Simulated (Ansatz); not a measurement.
## Run report: C3H9GeN, geometry relaxation (part 1 of 2)

- system: C3H9GeN, SMILES C=CC[NH][GeH3]
- method: RKS PBE0-D4/def2-TZVP (Ansatz 0.2.0)

The geometry: PBE-D4/def2-SVP start. Figures and captions count atoms from 1; the log counts them from 0 in places.

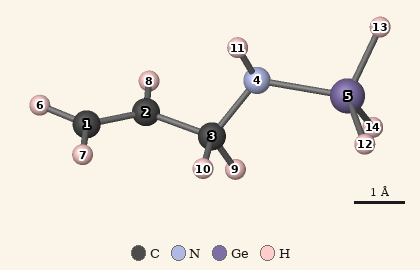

**Figure 1.** The starting structure (ball-and-stick view, seen at a tilt; atoms are numbered from 1 in the order of the input). Sticks mark near contacts. Bond lengths as drawn: C–C 1.34 to 1.51 Å, C–H 1.10 to 1.12 Å, C–N 1.46 Å, Ge–H 1.55 to 1.57 Å, Ge–N 1.85 Å and H–N 1.03 Å.

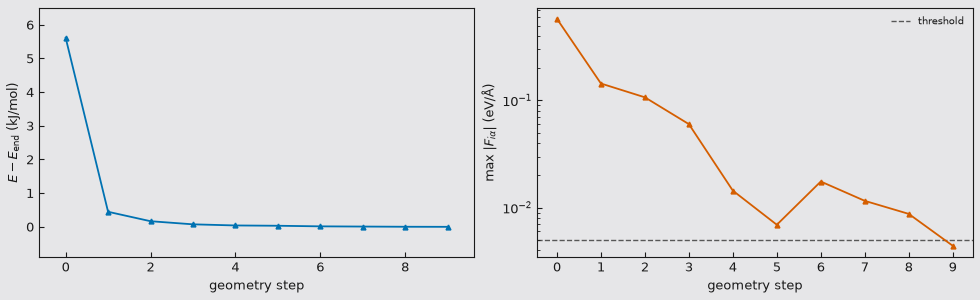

**Figure 2.** Progress of the relaxation, step by step (the first geometry is step 0 here and step 1 in the log).

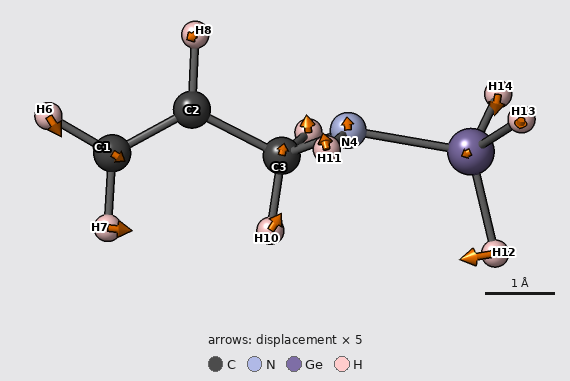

**Figure 3.** The starting structure with the displacements as orange arrows, magnified 5 times (ball-and-stick view, seen at a tilt). The two geometries are laid on each other by the best rigid fit. Over 9 geometry steps the energy falls by 5.62 kJ/mol. The largest force component goes from 0.58 to 0.0044 eV/Å. The largest move after the best rigid fit is that of H12, 0.11 Å. By element the largest moves are H 0.11 Å, C 0.05 Å, N 0.04 Å, Ge 0.03 Å. Distances before and after: C3–H10 1.120 → 1.101 Å, C1–C2 1.344 → 1.325 Å, C2–H8 1.106 → 1.088 Å, C1–H6 1.102 → 1.084 Å. (Atoms are counted from 1 in the order of the input.)

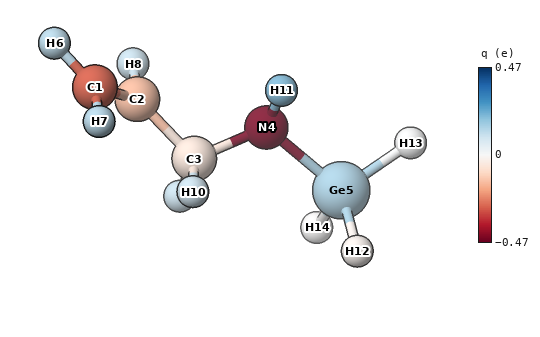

**Figure 4.** Mulliken charges, as the colour of each atom (ball-and-stick view, seen at a tilt; atoms are numbered from 1 in the order of the input). By element: C −0.27 to −0.06, N −0.45, Ge +0.17 and H −0.02 to +0.21 e.

The input that produced these results follows, with the program's output.

### Input
```yaml
crystal:
  periodic: [false, false, false]
  atoms:
    - {symbol: C, position_ang: [0.002333, 0.586320, -2.671472]}
    - {symbol: C, position_ang: [-0.580560, 0.101588, -1.561899]}
    - {symbol: C, position_ang: [-0.195297, 0.476744, -0.155907]}
    - {symbol: N, position_ang: [0.164561, -0.710827, 0.614191]}
    - {symbol: Ge, position_ang: [0.248046, -0.618661, 2.464840]}
    - {symbol: H, position_ang: [-0.316186, 0.272555, -3.678173]}
    - {symbol: H, position_ang: [0.816279, 1.329366, -2.613388]}
    - {symbol: H, position_ang: [-1.384249, -0.653696, -1.640383]}
    - {symbol: H, position_ang: [-1.073371, 0.949681, 0.343262]}
    - {symbol: H, position_ang: [0.598196, 1.266852, -0.190176]}
    - {symbol: H, position_ang: [0.961254, -1.201488, 0.192991]}
    - {symbol: H, position_ang: [1.243399, 0.458846, 3.011264]}
    - {symbol: H, position_ang: [0.682553, -2.022711, 2.956608]}
    - {symbol: H, position_ang: [-1.179758, -0.263669, 2.957141]}
basis:
  gaussian: {orbitals: def2-TZVP}
hamiltonian: {xc: pbe0, dispersion: d4}
relax: {f_tol: 0.005, max_steps: 150}
```

Run as:
```bash
ansatz run in.yaml --threads 4 --pin off --events-out ev --progress --plain --max-ram 11315MiB
```

### What the program printed
```
Functional definition: PBE0
  name "PBE0"
  cite "Adamo & Barone, J. Chem. Phys. 110, 6158 (1999) doi:10.1063/1.478522"
  cite "Perdew, Burke & Ernzerhof, Phys. Rev. Lett. 77, 3865 (1996) doi:10.1103/PhysRevLett.77.3865"
  parent pbe
  parameter a = 0.25
  parameter kappa = 0.804
  parameter beta = 0.06672455060314922
  exchange = (1 - a)*pbe_x(kappa = kappa, mu = beta*pi^2/3) + a*exact_x
  correlation = pbe_c(beta = beta)
1492 factors; their error is unknown
mean field evaluation 1: about -61243.9567 eV, gradient 6.7e1 eV
mean field evaluation 2: about -61230.5364 eV, gradient 1.0e2 eV
mean field evaluation 4: about -61253.5682 eV, gradient 6.8e0 eV
mean field evaluation 8: about -61253.6730 eV, gradient 1.2e-1 eV
mean field evaluation 16: about -61253.9327 eV, gradient 3.9e-4 eV
mean field -61253.93270560 eV, -2251.0405075239 hartree, gradient 3.0e-5 eV, S^2 0.000000; 0 other end points of the search recorded, 0 dependent functions left out
the calculation of the forces begins
reference -61253.93274280 eV, -2251.0405088910 hartree; 33, 33 occupied and 193, 193 virtual orbitals, 1492 factors
relax step   1: F+E_penalty+E_count = -61254.16538469 eV  Δ(F+E_penalty+E_count) = +0.000e0 eV  max|allowed force component| = 5.775e-1 eV/Å  Δτ_max = 0.0000 Å  (29 SCF iters, accepted)
these checks for a lower state are left out or cut short: starts, cluster_reference, orbital_swaps, neighbouring_geometries, increment
1492 factors; their error is unknown
mean field -61253.98461740 eV, -2251.0424152476 hartree, gradient 8.7e-6 eV, S^2 0.000000; 0 other end points of the search recorded, 0 dependent functions left out
the calculation of the forces begins
reference -61253.98465428 eV, -2251.0424166029 hartree; 33, 33 occupied and 193, 193 virtual orbitals, 1492 factors
relax step   2: F+E_penalty+E_count = -61254.21896052 eV  Δ(F+E_penalty+E_count) = -5.358e-2 eV  max|allowed force component| = 1.440e-1 eV/Å  Δτ_max = 0.0421 Å  (32 SCF iters, accepted)
these checks for a lower state are left out or cut short: starts, cluster_reference, orbital_swaps, neighbouring_geometries, increment
1492 factors; their error is unknown
mean field evaluation 32: about -61253.9871 eV, gradient 8.5e-6 eV
mean field -61253.98709946 eV, -2251.0425064616 hartree, gradient 8.7e-6 eV, S^2 0.000000; 0 other end points of the search recorded, 0 dependent functions left out
the calculation of the forces begins
reference -61253.98713630 eV, -2251.0425078152 hartree; 33, 33 occupied and 193, 193 virtual orbitals, 1492 factors
relax step   3: F+E_penalty+E_count = -61254.22186344 eV  Δ(F+E_penalty+E_count) = -2.903e-3 eV  max|allowed force component| = 1.070e-1 eV/Å  Δτ_max = 0.0264 Å  (33 SCF iters, accepted)
these checks for a lower state are left out or cut short: starts, cluster_reference, orbital_swaps, neighbouring_geometries, increment
1492 factors; their error is unknown
mean field -61253.98795420 eV, -2251.0425378725 hartree, gradient 8.7e-6 eV, S^2 0.000000; 0 other end points of the search recorded, 0 dependent functions left out
the calculation of the forces begins
reference -61253.98799099 eV, -2251.0425392245 hartree; 33, 33 occupied and 193, 193 virtual orbitals, 1492 factors
relax step   4: F+E_penalty+E_count = -61254.22282285 eV  Δ(F+E_penalty+E_count) = -9.594e-4 eV  max|allowed force component| = 6.016e-2 eV/Å  Δτ_max = 0.0250 Å  (32 SCF iters, accepted)
these checks for a lower state are left out or cut short: starts, cluster_reference, orbital_swaps, neighbouring_geometries, increment
1492 factors; their error is unknown
mean field -61253.98832923 eV, -2251.0425516547 hartree, gradient 8.7e-6 eV, S^2 0.000000; 0 other end points of the search recorded, 0 dependent functions left out
the calculation of the forces begins
reference -61253.98836603 eV, -2251.0425530070 hartree; 33, 33 occupied and 193, 193 virtual orbitals, 1492 factors
relax step   5: F+E_penalty+E_count = -61254.22316974 eV  Δ(F+E_penalty+E_count) = -3.469e-4 eV  max|allowed force component| = 1.441e-2 eV/Å  Δτ_max = 0.0059 Å  (32 SCF iters, accepted)
these checks for a lower state are left out or cut short: starts, cluster_reference, orbital_swaps, neighbouring_geometries, increment
1492 factors; their error is unknown
mean field -61253.98840448 eV, -2251.0425544201 hartree, gradient 8.7e-6 eV, S^2 0.000000; 0 other end points of the search recorded, 0 dependent functions left out
the calculation of the forces begins
reference -61253.98844127 eV, -2251.0425557722 hartree; 33, 33 occupied and 193, 193 virtual orbitals, 1492 factors
relax step   6: F+E_penalty+E_count = -61254.22326105 eV  Δ(F+E_penalty+E_count) = -9.131e-5 eV  max|allowed force component| = 6.925e-3 eV/Å  Δτ_max = 0.0053 Å  (33 SCF iters, accepted)
these checks for a lower state are left out or cut short: starts, cluster_reference, orbital_swaps, neighbouring_geometries, increment
1492 factors; their error is unknown
mean field -61253.98850494 eV, -2251.0425581119 hartree, gradient 8.6e-6 eV, S^2 0.000000; 0 other end points of the search recorded, 0 dependent functions left out
the calculation of the forces begins
reference -61253.98854172 eV, -2251.0425594634 hartree; 33, 33 occupied and 193, 193 virtual orbitals, 1492 factors
relax step   7: F+E_penalty+E_count = -61254.22344450 eV  Δ(F+E_penalty+E_count) = -1.835e-4 eV  max|allowed force component| = 1.754e-2 eV/Å  Δτ_max = 0.0222 Å  (32 SCF iters, accepted)
these checks for a lower state are left out or cut short: starts, cluster_reference, orbital_swaps, neighbouring_geometries, increment
1492 factors; their error is unknown
mean field evaluation 64: about -61253.9882 eV, gradient 4.9e-1 eV
mean field -61253.98854199 eV, -2251.0425594736 hartree, gradient 8.7e-6 eV, S^2 0.000000; 0 other end points of the search recorded, 0 dependent functions left out
the calculation of the forces begins
reference -61253.98857876 eV, -2251.0425608246 hartree; 33, 33 occupied and 193, 193 virtual orbitals, 1492 factors
relax step   8: F+E_penalty+E_count = -61254.22350831 eV  Δ(F+E_penalty+E_count) = -6.380e-5 eV  max|allowed force component| = 1.158e-2 eV/Å  Δτ_max = 0.0115 Å  (33 SCF iters, accepted)
these checks for a lower state are left out or cut short: starts, cluster_reference, orbital_swaps, neighbouring_geometries, increment
1492 factors; their error is unknown
mean field -61253.98859817 eV, -2251.0425615379 hartree, gradient 8.7e-6 eV, S^2 0.000000; 0 other end points of the search recorded, 0 dependent functions left out
the calculation of the forces begins
reference -61253.98863493 eV, -2251.0425628889 hartree; 33, 33 occupied and 193, 193 virtual orbitals, 1492 factors
relax step   9: F+E_penalty+E_count = -61254.22356957 eV  Δ(F+E_penalty+E_count) = -6.126e-5 eV  max|allowed force component| = 8.748e-3 eV/Å  Δτ_max = 0.0125 Å  (33 SCF iters, accepted)
these checks for a lower state are left out or cut short: starts, cluster_reference, orbital_swaps, neighbouring_geometries, increment
1492 factors; their error is unknown
mean field -61253.98863417 eV, -2251.0425628612 hartree, gradient 8.7e-6 eV, S^2 0.000000; 0 other end points of the search recorded, 0 dependent functions left out
the calculation of the forces begins
reference -61253.98867094 eV, -2251.0425642123 hartree; 33, 33 occupied and 193, 193 virtual orbitals, 1492 factors
relax step  10: F+E_penalty+E_count = -61254.22359259 eV  Δ(F+E_penalty+E_count) = -2.302e-5 eV  max|allowed force component| = 4.413e-3 eV/Å  Δτ_max = 0.0054 Å  (32 SCF iters, accepted)
1492 factors; their error is unknown
mean field evaluation 96: about -61253.7295 eV, gradient 1.0e-1 eV
mean field -61253.98863417 eV, -2251.0425628612 hartree, gradient 8.7e-6 eV, S^2 0.000000; 1 other end points of the search recorded, 0 dependent functions left out
the calculation of the forces begins
reference -61253.98867094 eV, -2251.0425642123 hartree; 33, 33 occupied and 193, 193 virtual orbitals, 1492 factors
Total energy: -61254.22362936 eV, -2251.0511987748 hartree
Atom 0 at     0.020435     0.596802    -2.628725 Å, force     0.004413     0.001534     0.000478 eV/Å
Atom 1 at    -0.577022     0.093204    -1.558366 Å, force     0.001411     0.000478     0.002232 eV/Å
Atom 2 at    -0.226440     0.452671    -0.151863 Å, force    -0.001982    -0.000992    -0.003417 eV/Å
Atom 3 at     0.130431    -0.734844     0.606383 Å, force    -0.004222     0.001924     0.002958 eV/Å
Atom 4 at     0.258855    -0.604474     2.436538 Å, force     0.001698    -0.000229    -0.004393 eV/Å
Atom 5 at    -0.265001     0.303828    -3.632372 Å, force    -0.000724    -0.000323    -0.000963 eV/Å
Atom 6 at     0.817052     1.329376    -2.536687 Å, force    -0.002383    -0.000762    -0.000993 eV/Å
Atom 7 at    -1.362749    -0.650849    -1.667889 Å, force    -0.001762    -0.000666     0.000339 eV/Å
Atom 8 at    -1.104398     0.903670     0.328957 Å, force    -0.000441     0.000305     0.000054 eV/Å
Atom 9 at     0.556638     1.227124    -0.161657 Å, force     0.001286     0.000730     0.000712 eV/Å
Atom 10 at     0.910762    -1.215768     0.179251 Å, force     0.002708    -0.000746     0.000928 eV/Å
Atom 11 at     1.274550     0.467140     2.903317 Å, force     0.000782     0.000570     0.000821 eV/Å
Atom 12 at     0.689027    -1.982937     2.957856 Å, force    -0.000870    -0.000584     0.000675 eV/Å
Atom 13 at    -1.134940    -0.214043     2.954154 Å, force     0.000085    -0.001240     0.000570 eV/Å
Dipole moment:     0.119391     0.042573    -0.039121 e Å
```
